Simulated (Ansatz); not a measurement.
Input

```
crystal:
  periodic: [false, false, false]
  atoms:
    - {symbol: F, position_ang: [-0.427172, -0.298812, 1.876661]}
    - {symbol: Hf, position_ang: [-0.006753, -0.025550, 0.063665]}
    - {symbol: Cl, position_ang: [1.826649, -1.342608, -0.489354]}
    - {symbol: Cl, position_ang: [-1.840392, -0.626715, -1.231803]}
    - {symbol: Cl, position_ang: [0.497568, 2.219985, -0.260569]}
basis:
  gaussian: {orbitals: def2-TZVPP}
hamiltonian: {xc: pbe0, dispersion: d4}
output: {orbitals: {seedname: orbitals}}
```

Launched as:

```sh
ansatz run in.yaml --threads 4 --pin off --events-out ev --progress --plain --max-ram 10444MiB
```

Geometry: PBE0-D4/def2-TZVP; core potentials replace the inner electrons of Hf.

All numbers below come from Ansatz, RKS PBE0-D4/def2-TZVPP.

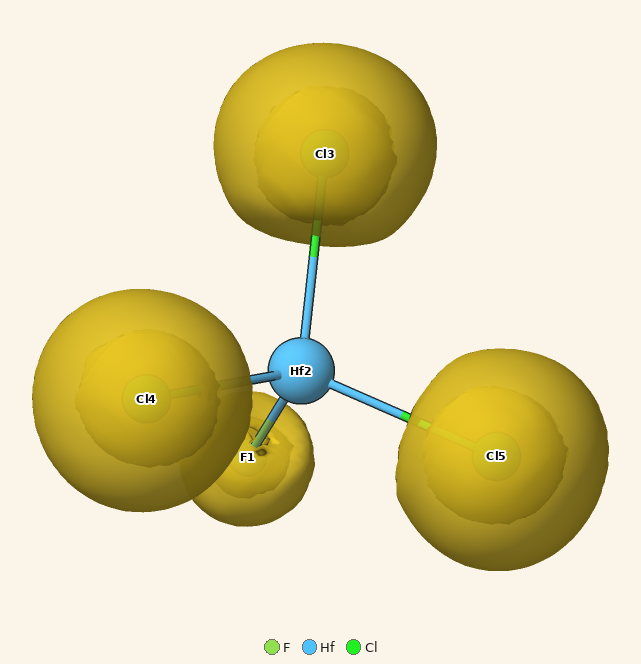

Cl3FHf. Isosurface of the ELF at 0.8 (yellow), seen at a tilt. Only the valence region is drawn (cores and ρ < 0.01 e/Å³ removed).

> Where are the electrons localised?

At this value the surface marks out three regions wrapped around Cl (the valence shell of each) and one region wrapped around F (its valence shell).

Values along the shortest contacts:
Hf–F (1.88 Å): the ELF peaks at about 0.85 in the valence shell of F, 0.5 Å from its nucleus, and drops to about 0.25 between the two atoms. Hf–Cl (2.32 Å): the ELF peaks at about 0.85 in the valence shell of Cl, 0.8 Å from its nucleus, and is about 0.40 at the midpoint.
